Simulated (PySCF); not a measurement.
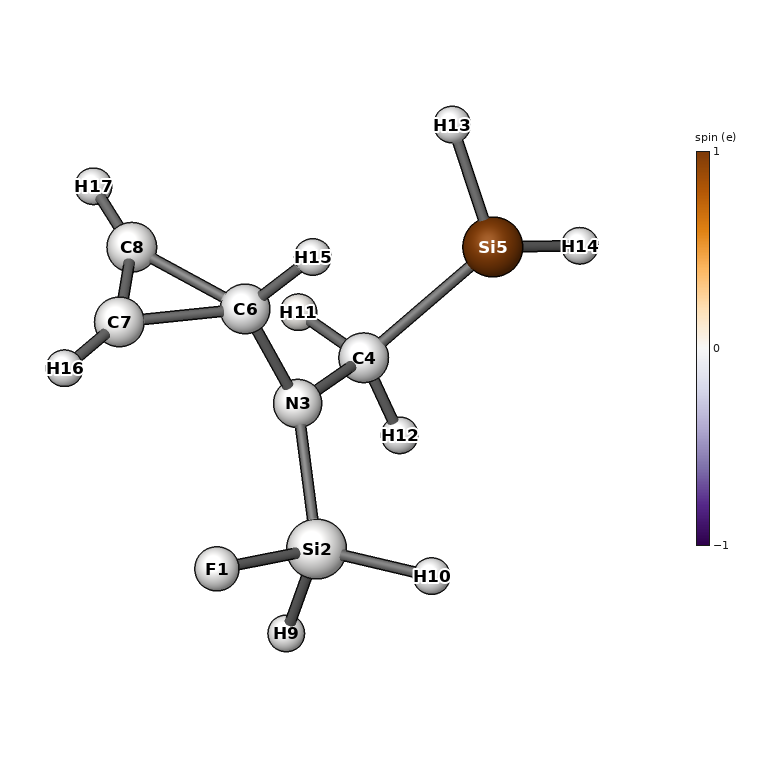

Atoms are coloured by their Mulliken spin populations. State: neutral, doublet. Computed geometry: GFN2-xTB optimisation. No frequency run is at hand to confirm it as a minimum. Properties computed with UKS B3LYP, pcH-1 on C F H N Si, non-relativistic (PySCF 2.14.0).

Which atom carries the largest spin population?

Answer. Si5 (0.99 e).

Which atom has the lowest spin population?

Answer. H14 (−0.01 e).

Give the Mulliken spin populations atom by atom.

```tsv
atom	value (e)
F1	0.00
Si2	0.00
N3	0.00
C4	0.00
Si5	0.99
C6	0.00
C7	0.00
C8	0.00
H9	0.00
H10	0.00
H11	0.02
H12	0.00
H13	0.00
H14	−0.01
H15	0.00
H16	0.00
H17	0.00
```

Mulliken values depend strongly on the basis set. The geometry is semi-empirical. Around Si such bond lengths and angles can be off by a tenth of an ångström or more and by several degrees, and values that hang on the shape move with them.
